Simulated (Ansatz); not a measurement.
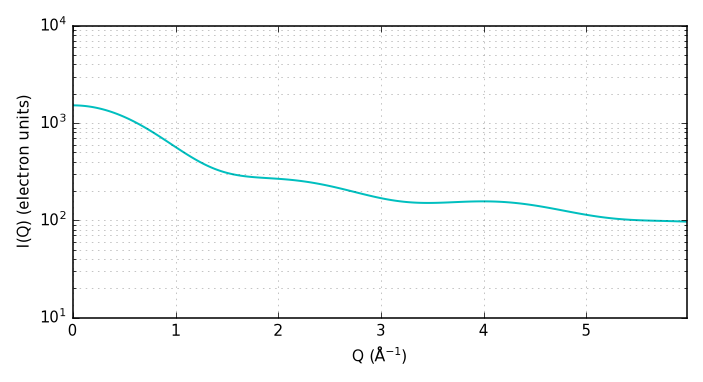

Elastic X-ray scattering of a randomly oriented, rigid molecule, calculated with the Debye equation from neutral-atom form factors (independent atoms, no Compton part, no vibration). The geometry is the end point of an optimisation (UKS PBE0-D4/def2-SVP (Ansatz)); it may be a saddle point or a higher isomer. It contains Si, B, S, H.

How many electrons does the independent-atom model of the molecule hold?

Answer. I(0) is the square of the electron number: I(0) = 1520, so about 39 electrons, the count of BH4SSi.

What radius of gyration does the initial fall-off give?

Answer. From I(Q) ≈ I(0) exp(−Q²R²/3) at small Q, R ≈ 1.83 Å. It is larger than the electron-weighted radius of the nuclear positions alone (1.66 Å), because each atom's electron cloud adds to it.
